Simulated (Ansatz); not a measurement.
# Calculations on CH11N3Si2

Part 1: Relaxation

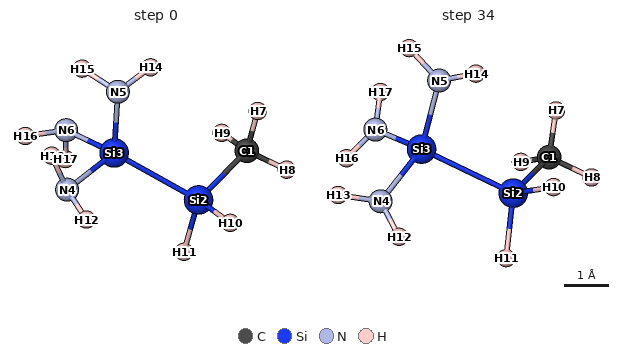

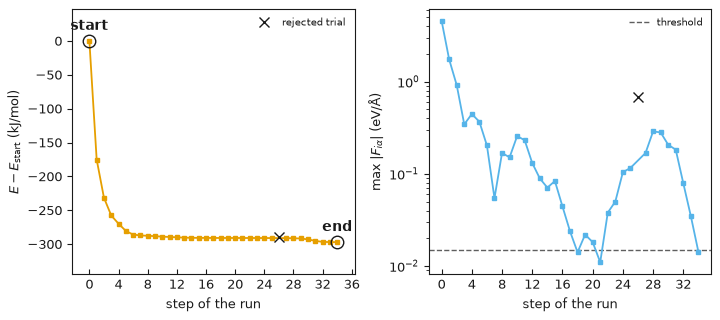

First and last geometry of a relaxation of CH11N3Si2, with the history of the run. The picture is a ball-and-stick view, seen at a tilt.

The run prepares an end point of a later path (torsion) calculation, from a guessed geometry.

These are results of RKS PBE0/6-31G in Ansatz, not measurements.

Input file:
```yaml
crystal:
  periodic: [false, false, false]
  atoms:
    - { symbol: C, position_ang: [0.1912, -1.8634, -1.864] }
    - { symbol: Si, position_ang: [0.8983, -1.3687, -0.2545] }
    - { symbol: Si, position_ang: [-0.0971, 0.5424, 0.528] }
    - { symbol: "N", position_ang: [0.5761, 1.2729, 1.9353] }
    - { symbol: "N", position_ang: [-0.0944, 1.9202, -0.4086] }
    - { symbol: "N", position_ang: [-1.6816, 0.5706, 0.9637] }
    - { symbol: H, position_ang: [0.3131, -1.0264, -2.6159] }
    - { symbol: H, position_ang: [0.6311, -2.7158, -2.2818] }
    - { symbol: H, position_ang: [-0.9291, -1.9785, -1.7371] }
    - { symbol: H, position_ang: [2.3709, -1.172, -0.4036] }
    - { symbol: H, position_ang: [0.7041, -2.4842, 0.7326] }
    - { symbol: H, position_ang: [1.5076, 1.0479, 2.0729] }
    - { symbol: H, position_ang: [0.4585, 2.2882, 1.7217] }
    - { symbol: H, position_ang: [-0.2494, 1.6829, -1.3501] }
    - { symbol: H, position_ang: [-0.9757, 2.3727, -0.1513] }
    - { symbol: H, position_ang: [-1.7306, 1.2268, 1.7771] }
    - { symbol: H, position_ang: [-1.912, -0.316, 1.3758] }
basis:
  gaussian: { orbitals: "6-31G" }
hamiltonian:
  xc: pbe0
relax:
  f_tol: 0.015
  max_steps: 40
```

Launched with:
```bash
ansatz run input.yaml --threads 1 --pin off --max-ram 2048MiB --backend cpu --events-out ev --progress --plain --runs-dir out
```

Q: Did the run converge, and what did it change?

A: It converged. The largest move after the best rigid fit is that of H17, 1.54 Å. Largest moves by element: H 1.54 Å, C 0.39 Å, Si 0.36 Å, N 0.33 Å. Near-neighbour distances that change, for instance: Si3–N6 1.644 → 1.761 Å, Si3–N5 1.666 → 1.764 Å, C1–Si2 1.826 → 1.919 Å, Si2–Si3 2.292 → 2.367 Å. Bond angles that change, for instance: N4–Si3–N5 96.2° → 121.1°, Si3–N4–H13 101.6° → 122.3°, Si3–N5–H15 102.9° → 121.7°. Groups turn about Si2–Si3 by about 25°. The energy falls by 297.0 kJ/mol in 33 accepted moves (34 points after the start). The largest force component goes from 4.6 to 0.014 eV/Å. The line search rejected the trial step at point 26 of the run. The forces were under the threshold at step 18, but the run went on from there.

```json
{"step": "0", "E − E(0), kJ/mol": "0.00", "largest force component, eV/Å": "4.5819", "note": ""}
{"step": "1", "E − E(0), kJ/mol": "-175.02", "largest force component, eV/Å": "1.7476", "note": ""}
{"step": "2", "E − E(0), kJ/mol": "-231.46", "largest force component, eV/Å": "0.9199", "note": ""}
{"step": "3", "E − E(0), kJ/mol": "-257.64", "largest force component, eV/Å": "0.3449", "note": ""}
{"step": "4", "E − E(0), kJ/mol": "-269.75", "largest force component, eV/Å": "0.4464", "note": ""}
{"step": "5", "E − E(0), kJ/mol": "-280.41", "largest force component, eV/Å": "0.3687", "note": ""}
{"step": "6", "E − E(0), kJ/mol": "-285.86", "largest force component, eV/Å": "0.2034", "note": ""}
{"step": "7", "E − E(0), kJ/mol": "-287.08", "largest force component, eV/Å": "0.0545", "note": ""}
{"step": "8", "E − E(0), kJ/mol": "-287.60", "largest force component, eV/Å": "0.1688", "note": ""}
{"step": "9", "E − E(0), kJ/mol": "-288.17", "largest force component, eV/Å": "0.1511", "note": ""}
{"step": "10", "E − E(0), kJ/mol": "-288.88", "largest force component, eV/Å": "0.2573", "note": ""}
{"step": "11", "E − E(0), kJ/mol": "-289.36", "largest force component, eV/Å": "0.2318", "note": ""}
{"step": "13", "E − E(0), kJ/mol": "-290.36", "largest force component, eV/Å": "0.0894", "note": ""}
{"step": "14", "E − E(0), kJ/mol": "-290.61", "largest force component, eV/Å": "0.0710", "note": ""}
{"step": "15", "E − E(0), kJ/mol": "-290.70", "largest force component, eV/Å": "0.0837", "note": ""}
{"step": "16", "E − E(0), kJ/mol": "-290.80", "largest force component, eV/Å": "0.0444", "note": ""}
{"step": "18", "E − E(0), kJ/mol": "-290.84", "largest force component, eV/Å": "0.0141", "note": ""}
{"step": "19", "E − E(0), kJ/mol": "-290.86", "largest force component, eV/Å": "0.0219", "note": ""}
{"step": "20", "E − E(0), kJ/mol": "-290.87", "largest force component, eV/Å": "0.0182", "note": ""}
{"step": "21", "E − E(0), kJ/mol": "-290.88", "largest force component, eV/Å": "0.0110", "note": ""}
{"step": "23", "E − E(0), kJ/mol": "-290.91", "largest force component, eV/Å": "0.0501", "note": ""}
{"step": "24", "E − E(0), kJ/mol": "-290.94", "largest force component, eV/Å": "0.1044", "note": ""}
{"step": "25", "E − E(0), kJ/mol": "-290.98", "largest force component, eV/Å": "0.1161", "note": ""}
{"step": "26", "E − E(0), kJ/mol": "-289.91", "largest force component, eV/Å": "0.6788", "note": "rejected"}
{"step": "28", "E − E(0), kJ/mol": "-291.28", "largest force component, eV/Å": "0.2891", "note": ""}
{"step": "29", "E − E(0), kJ/mol": "-291.60", "largest force component, eV/Å": "0.2819", "note": ""}
{"step": "30", "E − E(0), kJ/mol": "-292.98", "largest force component, eV/Å": "0.2072", "note": ""}
{"step": "31", "E − E(0), kJ/mol": "-295.11", "largest force component, eV/Å": "0.1831", "note": ""}
{"step": "33", "E − E(0), kJ/mol": "-296.90", "largest force component, eV/Å": "0.0348", "note": ""}
{"step": "34", "E − E(0), kJ/mol": "-296.99", "largest force component, eV/Å": "0.0142", "note": ""}
```

Part 2: Relaxation

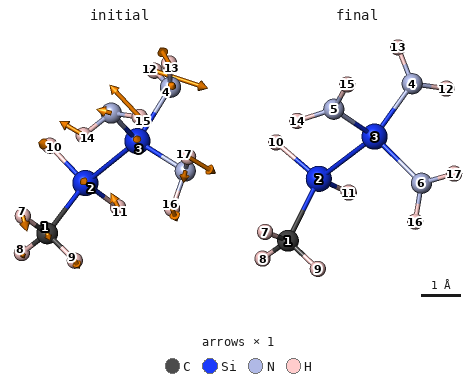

The structure of CH11N3Si2 before (left) and after (right) a relaxation, at one scale. The orange arrows give the displacements, at their true length.

A ball-and-stick model, seen from a free direction.

The run prepares an end point of a later path (torsion) calculation, from a guessed geometry.

Theory: RKS PBE0/6-31G (Ansatz 0.2.0). Settings: no spin polarisation; force threshold 0.015 eV/Å; at most 40 steps.

> Describe what moved and what it gained.

The energy falls by 85.2 kcal/mol in 19 accepted moves (20 points after the start). The largest force component goes from 5.9 to 0.0039 eV/Å. The line search rejected the trial step at point 13 of the run. The atom that moves furthest after the best rigid fit is H12 (1.55 Å). By element the largest moves are H 1.55 Å, N 0.42 Å, Si 0.24 Å, C 0.22 Å. Near-neighbour distances that change, for instance: Si3–N6 1.644 → 1.763 Å, C1–Si2 1.826 → 1.923 Å, Si3–N5 1.666 → 1.763 Å, Si2–Si3 2.292 → 2.368 Å. Among the angles between lasting bonds that change: N5–Si3–N6 97.8° → 120.9°, Si3–N4–H13 101.6° → 121.7°, Si3–N5–H15 102.9° → 122.0°. The run took 2.1 min on 1 thread of Arm Neoverse V2, on a shared host, peak memory 0.23 GiB.

Part 3: Path

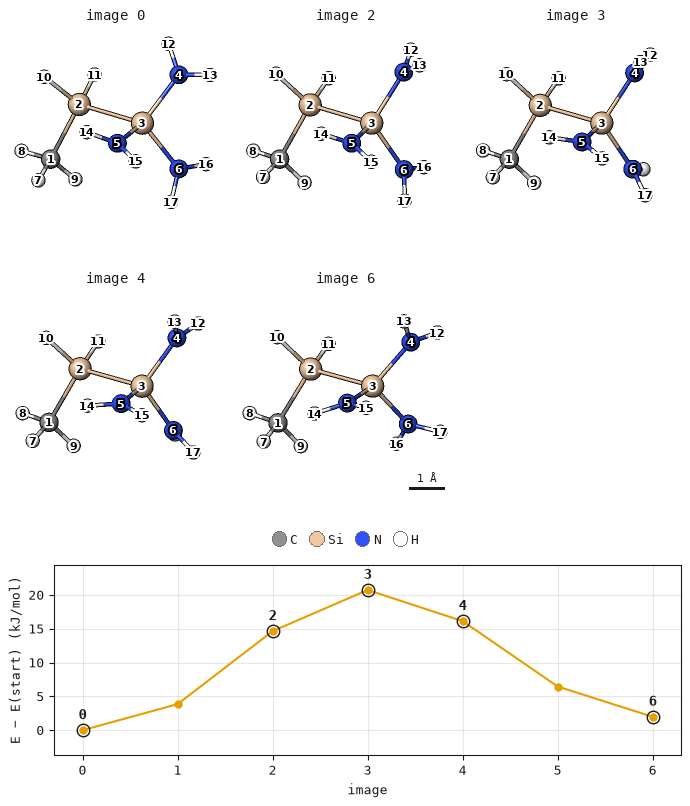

A search for the minimum-energy path of CH$_{11}$N$_{3}$Si$_{2}$ by the nudged elastic band. Images are numbered from 0 (start) to 6 (end). A ball-and-stick model, seen at a tilt.

Level of theory: RKS PBE0/6-31G (Ansatz). Settings: 5 movable images; climbing image; force threshold 0.05 eV/Å; iteration limit 49; starting path by image-dependent pair potential.

Q: Describe the mechanism and the energy profile.

A: The highest point, image 3, lies 20.7 kJ/mol above the start and 18.8 kJ/mol above the end; the end is at +2.0 kJ/mol relative to the start. The motion is a rotation about the Si3–N6 bond by about 110°, with a turn of about 105° about Si3–N4, with a turn of about 40° about Si3–N5. No bond forms or breaks between the ends. Among the angles between lasting bonds that change up to the highest image: N4–Si3–N5 121.1° → 106.5°, Si2–Si3–N6 119.3° → 107.5°. The band converged in 7 iterations. The largest component of the band force went from 1.1 to 0.046 eV/Å. The climbing image converged on the top of the path. Its vibrational analysis gives 2 imaginary modes over 30i cm⁻¹, so it isn't confirmed as a transition state.
